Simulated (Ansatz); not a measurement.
# Molecular dynamics, with input and output: C2H9NSi (part 3 of 3)

C2H9NSi; RHF/6-31G (Ansatz 0.2.0). It belongs to a series of runs on one base structure; here: dynamics from the start.

Geometry of the input (Å):
```
Si -0.0106  0.0194  -0.0096
N  -0.0553  -0.1740  1.7455
H  -0.8530  -0.4913  2.2462
H  0.7218  0.0359  2.3289
C  1.8217  0.0523  -0.5458
H  2.3166  -0.8756  -0.2830
H  1.9035  0.1881  -1.6189
H  2.3543  0.8678  -0.0667
C  -0.8972  1.5991  -0.6210
H  -1.9393  1.6034  -0.3195
H  -0.4286  2.4884  -0.2120
H  -0.8607  1.6630  -1.7041
H  -0.7061  -1.1567  -0.6282
```

### The program's output, continued
```
md step   249: t =   124.50 fs  T =   290.1 K  F+E_penalty+E_count = -11544.67749057 eV  E_kin = 0.487412 eV  (21 SCF iters)
these checks for a lower state are left out or cut short: starts, cluster_reference, orbital_swaps, neighbouring_geometries, increment
869 factors; integrals over basis functions are off by at most 1.8e-4 eV
mean field -11544.68380761 eV, -424.2593046620 hartree, gradient 2.5e-5 eV, S^2 0.000000; 0 other end points of the search recorded, 0 dependent functions left out
the calculation of the forces begins
reference -11544.68380761 eV, -424.2593046620 hartree; 21, 21 occupied and 37, 37 virtual orbitals, 869 factors
869 factors; integrals over basis functions are off by at most 1.8e-4 eV
mean field -11544.68380761 eV, -424.2593046620 hartree, gradient 2.5e-5 eV, S^2 0.000000; 1 other end points of the search recorded, 0 dependent functions left out
the calculation of the forces begins
reference -11544.68380761 eV, -424.2593046620 hartree; 21, 21 occupied and 37, 37 virtual orbitals, 869 factors
md step   250: t =   125.00 fs  T =   300.3 K  F+E_penalty+E_count = -11544.68380761 eV  E_kin = 0.504611 eV  (31 SCF iters)
```

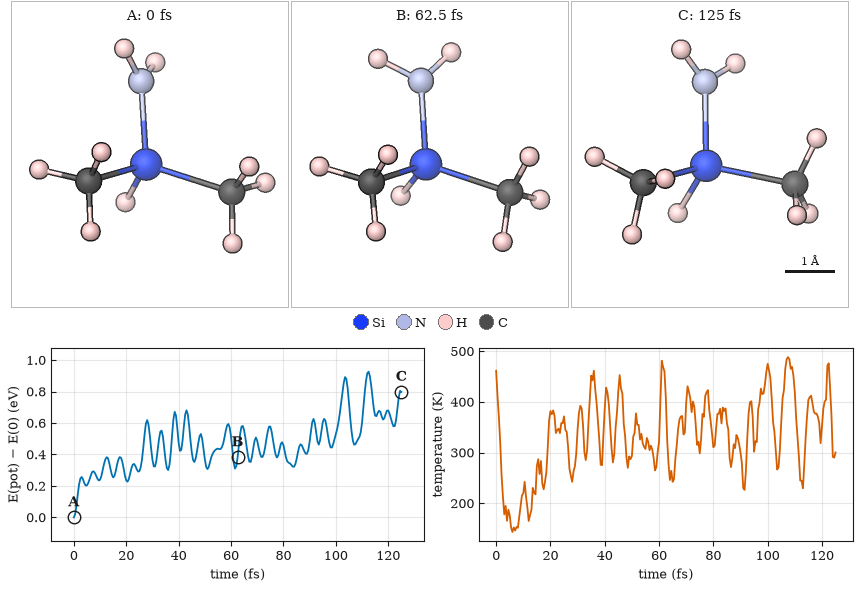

Fig. 1: Frames of the molecular dynamics (ball-and-stick, seen at a tilt) above the curves, on which the letters mark them. The trajectory kept here has 251 frames over 125 fs. The temperature starts at 462 K, ranges from 143 to 488 K and averages 360 K over the second half. The potential energy ends 0.798 eV above its first value. After an unweighted best fit of the last frame on the first, the root-mean-square displacement is 0.51 Å, and H11 has moved furthest (1.00 Å).

```
Total energy: -11544.68380761 eV, -424.2593046620 hartree
Atom 0 at    -0.078179     0.039419     0.000190 Å, force     1.281909    -1.791928    -0.012985 eV/Å
Atom 1 at    -0.186721    -0.177398     1.763698 Å, force    -1.961184    -0.121606    -1.772065 eV/Å
Atom 2 at    -1.064075    -0.234324     2.226117 Å, force    -0.117408    -0.084233    -0.022082 eV/Å
Atom 3 at     0.540957    -0.116076     2.372305 Å, force     2.173975    -0.055117     1.462048 eV/Å
Atom 4 at     1.809070     0.226178    -0.525335 Å, force     0.278957    -0.335170    -0.403563 eV/Å
Atom 5 at     2.557289    -0.461234    -0.007542 Å, force    -1.365279     1.295299    -0.463032 eV/Å
Atom 6 at     1.846845    -0.048057    -1.587732 Å, force    -0.071984    -0.179605     0.319798 eV/Å
Atom 7 at     2.131849     1.271065    -0.540798 Å, force     0.182142    -0.341402     0.643610 eV/Å
Atom 8 at    -1.264826     1.473512    -0.373521 Å, force     2.653623    -1.022601    -0.234673 eV/Å
Atom 9 at    -2.033670     1.048236    -0.892985 Å, force    -2.842715    -0.750410    -0.626388 eV/Å
Atom 10 at    -1.450712     1.915298     0.563772 Å, force    -0.715658     0.865762     0.454721 eV/Å
Atom 11 at    -0.802360     2.083165    -1.099123 Å, force     0.525193     1.419317    -0.297060 eV/Å
Atom 12 at    -0.464564    -1.254242    -0.864840 Å, force    -0.021570     1.101693     0.951670 eV/Å
Dipole moment:    -0.004894     0.203770     0.089549 e Å
```

### Trajectory as extended XYZ (Å, eV, eV/Å), 8 of the 251 frames kept, from step=0 to step=250
```
13
Properties=species:S:1:pos:R:3:forces:R:3 step=0 time_fs=0.0 energy=-11545.48176 temperature=461.5
Si   -0.0106    0.0194   -0.0096    0.0054  -0.0024   0.0073
N    -0.0553   -0.1740    1.7455    0.0076   0.0054  -0.0124
H    -0.8530   -0.4913    2.2462    0.0007  -0.0014  -0.0047
H     0.7218    0.0359    2.3289   -0.0041  -0.0022   0.0003
C     1.8217    0.0523   -0.5458   -0.0022  -0.0048  -0.0037
H     2.3166   -0.8756   -0.2830   -0.0020   0.0016   0.0044
H     1.9035    0.1881   -1.6189    0.0056  -0.0006  -0.0031
H     2.3543    0.8678   -0.0667   -0.0060   0.0046   0.0037
C    -0.8972    1.5991   -0.6210    0.0021   0.0014   0.0059
H    -1.9393    1.6034   -0.3195   -0.0014   0.0034  -0.0006
H    -0.4286    2.4884   -0.2120    0.0009  -0.0051  -0.0010
H    -0.8607    1.6630   -1.7041   -0.0031   0.0019  -0.0011
H    -0.7061   -1.1567   -0.6282   -0.0034  -0.0019   0.0051
13
Properties=species:S:1:pos:R:3:forces:R:3 step=36 time_fs=18.0 energy=-11545.10238 temperature=242.8
Si   -0.0927   -0.0085    0.0106    0.7867  -0.6779   0.2308
N     0.0031   -0.1488    1.7745   -1.1259  -0.3283   0.0155
H    -0.7945   -0.3528    2.3621    0.8309   0.2461  -0.3110
H     0.8925   -0.2721    2.1967   -0.0343   0.0399   0.2929
C     1.7483    0.0823   -0.5134   -1.8871   3.7558  -1.2811
H     2.2785   -0.7594   -0.3000    1.7386  -2.0623   0.7017
H     1.7538    0.2874   -1.5916    0.2013  -0.4617   0.2239
H     2.1614    1.0325   -0.0890   -0.0565  -1.2888   0.0286
C    -0.9119    1.5567   -0.6117   -1.5259   0.0976   0.5415
H    -2.0176    1.5520   -0.3669    1.6199   0.5880   0.0036
H    -0.3405    2.4025   -0.2507   -0.6192   0.2478   0.5900
H    -0.8481    1.6538   -1.6650   -0.0032  -0.3249  -1.1451
H    -0.7866   -1.2093   -0.5976    0.0747   0.1687   0.1087
13
Properties=species:S:1:pos:R:3:forces:R:3 step=71 time_fs=35.5 energy=-11545.16840 temperature=442.6
Si   -0.1609   -0.0731    0.0114   -0.8720  -0.2952  -0.9281
N    -0.0466   -0.1985    1.7448   -1.5763   0.5877   0.6742
H    -0.8231    0.1406    2.2887    0.5685  -0.3652   0.0527
H     0.7026   -0.5501    2.2826    0.2697  -0.1616  -0.0073
C     1.6098    0.0499   -0.5460    1.3659  -1.2975  -0.2027
H     2.1256   -0.9438   -0.3891   -0.3839   1.4052   0.0362
H     1.7002    0.2550   -1.6033    0.0391   0.1757  -0.1187
H     2.1002    0.8442    0.0250    0.0591  -0.4333  -0.2471
C    -1.0167    1.5460   -0.6131    1.2334  -0.1376  -0.5096
H    -2.0739    1.7046   -0.4181    0.3369   0.0047   0.0131
H    -0.3814    2.3696   -0.2452   -0.7845  -0.1961   0.0188
H    -0.8166    1.5113   -1.7051   -0.5935   0.1179   0.6477
H    -0.8529   -1.2710   -0.7078    0.3378   0.5954   0.5708
13
Properties=species:S:1:pos:R:3:forces:R:3 step=107 time_fs=53.5 energy=-11545.06238 temperature=337.0
Si   -0.2423   -0.0604    0.0054    0.0985  -0.1346   0.0227
N    -0.1193   -0.2346    1.7676   -0.0940   0.3839   0.1069
H    -0.7261    0.1478    2.4708    0.2444  -0.2333  -0.5375
H     0.6670   -0.7210    2.1365   -0.0759  -0.0005   0.1775
C     1.5315    0.0881   -0.6764    2.3198  -2.6403   0.3732
H     2.3018   -0.8132   -0.5277   -2.1473   1.8844   0.2169
H     1.6093    0.2152   -1.7402   -0.4474   0.4645  -0.3960
H     1.9658    0.9306   -0.1692    0.3194   0.3765  -0.0281
C    -1.1322    1.5195   -0.6305    1.2056  -0.7070  -1.3246
H    -2.1705    1.4373   -0.4658   -1.1366   0.3181   0.2172
H    -0.7307    2.4612   -0.2936   -0.0384   0.0207   0.3982
H    -0.9561    1.4914   -1.7316   -0.3278   0.0699   0.8220
H    -0.9698   -1.2525   -0.5705    0.0797   0.1979  -0.0484
13
Properties=species:S:1:pos:R:3:forces:R:3 step=143 time_fs=71.5 energy=-11545.09596 temperature=407.1
Si   -0.2483   -0.0136   -0.0244    0.8009   0.5959   0.6399
N    -0.1620   -0.1549    1.7357    0.4975  -0.4201   0.0087
H    -0.9491   -0.0903    2.3376    0.0335   0.0666   0.1364
H     0.6033   -0.6925    2.1089   -0.4621   0.4529   0.1348
C     1.5245    0.1580   -0.7167   -0.8927  -0.6727  -0.3835
H     2.0802   -0.7284   -0.4606    0.5118  -0.0027   0.2838
H     1.3659    0.0767   -1.8014    0.5763   0.6768   0.3034
H     2.0270    1.0647   -0.3766   -0.1192  -0.3490  -0.4517
C    -1.2193    1.4630   -0.5848   -1.0849   1.1411  -0.1597
H    -2.3099    1.4298   -0.6037    0.2694  -0.5785  -0.0821
H    -1.0078    2.2223    0.1240    0.2884   0.9491   0.7577
H    -0.8984    1.8776   -1.5287    0.1242  -0.3229  -0.3316
H    -0.8788   -1.1788   -0.5356   -0.5431  -1.5364  -0.8562
13
Properties=species:S:1:pos:R:3:forces:R:3 step=179 time_fs=89.5 energy=-11545.05249 temperature=316.5
Si   -0.1788   -0.0152   -0.0178    0.2737   1.1077   0.7786
N    -0.2281   -0.1457    1.7746    0.4065  -0.3810  -0.9650
H    -1.1090   -0.0871    2.2094   -0.4971   0.1456   0.4604
H     0.4962   -0.4411    2.3932   -0.0080   0.0117  -0.3521
C     1.6044    0.1411   -0.6757   -0.4338   2.7051   0.4924
H     2.2798   -0.5926   -0.3579    0.7114  -1.2576   0.4456
H     1.6081    0.1876   -1.7596   -0.0273   0.0151   0.0641
H     1.9799    1.1121   -0.2710   -0.0282  -0.7681  -0.6316
C    -1.2705    1.5434   -0.4381   -1.5349  -1.3458  -1.0821
H    -2.3206    1.2742   -0.6692    0.5947  -0.4415   0.1781
H    -1.4038    2.2930    0.2858    0.6121   0.6608   1.4060
H    -0.9760    2.0441   -1.3302    0.7418   0.2420  -0.7204
H    -0.6367   -1.1706   -0.7842   -0.8108  -0.6939  -0.0739
13
Properties=species:S:1:pos:R:3:forces:R:3 step=214 time_fs=107.0 energy=-11545.01939 temperature=484.0
Si   -0.0978    0.0292    0.0091   -0.8524   0.1470  -0.2181
N    -0.2566   -0.1402    1.7715   -1.0495   0.0077  -0.4925
H    -1.1257   -0.2567    2.2657    0.2762   0.2526  -0.6229
H     0.4809   -0.4077    2.3319    1.5216  -0.4109   1.0046
C     1.7151    0.1804   -0.6010   -0.7373  -1.5821   1.9959
H     2.2489   -0.6286   -0.0693    0.0949   0.5990  -0.5162
H     1.7210   -0.0223   -1.6274    0.1526  -0.3039  -1.4796
H     2.1814    1.1059   -0.4165    0.4381   0.9911   0.3317
C    -1.2702    1.4822   -0.3737    0.3609   0.5532  -0.5564
H    -2.2733    1.1213   -0.6018    0.1915   0.0985   0.1679
H    -1.2497    1.9295    0.6225   -0.4557   0.7952  -0.6612
H    -0.9762    2.1824   -1.2025   -0.1963  -0.7041   1.2613
H    -0.7404   -1.1424   -0.6473    0.2553  -0.4433  -0.2145
13
Properties=species:S:1:pos:R:3:forces:R:3 step=250 time_fs=125.0 energy=-11544.68381 temperature=300.3
Si   -0.0782    0.0394    0.0002    1.2819  -1.7919  -0.0130
N    -0.1867   -0.1774    1.7637   -1.9612  -0.1216  -1.7721
H    -1.0641   -0.2343    2.2261   -0.1174  -0.0842  -0.0221
H     0.5410   -0.1161    2.3723    2.1740  -0.0551   1.4620
C     1.8091    0.2262   -0.5253    0.2790  -0.3352  -0.4036
H     2.5573   -0.4612   -0.0075   -1.3653   1.2953  -0.4630
H     1.8468   -0.0481   -1.5877   -0.0720  -0.1796   0.3198
H     2.1318    1.2711   -0.5408    0.1821  -0.3414   0.6436
C    -1.2648    1.4735   -0.3735    2.6536  -1.0226  -0.2347
H    -2.0337    1.0482   -0.8930   -2.8427  -0.7504  -0.6264
H    -1.4507    1.9153    0.5638   -0.7157   0.8658   0.4547
H    -0.8024    2.0832   -1.0991    0.5252   1.4193  -0.2971
H    -0.4646   -1.2542   -0.8648   -0.0216   1.1017   0.9517
```

### Results in brief

| quantity | value |
| --- | --- |
| outcome | finished |
| mean temperature over the second half | 360 K |
| trajectory | 250 steps, 125 fs |
| ensemble | nvt_langevin |
| temperature in the input | 500.0 K |
| time step | 0.5 fs |
| potential energy (last step) | −11544.6838 eV |
| mean-field energy (last step) | −11544.6838 eV |
| largest force (length of the vector) (last step) | 3.006 eV/Å |
| wall time | 3.9 min |
| peak memory | 0.12 GiB |

### Remarks

So short a trajectory is not equilibrated. The logged temperature at the start can lie below the typed one, since it is counted over all degrees of freedom.
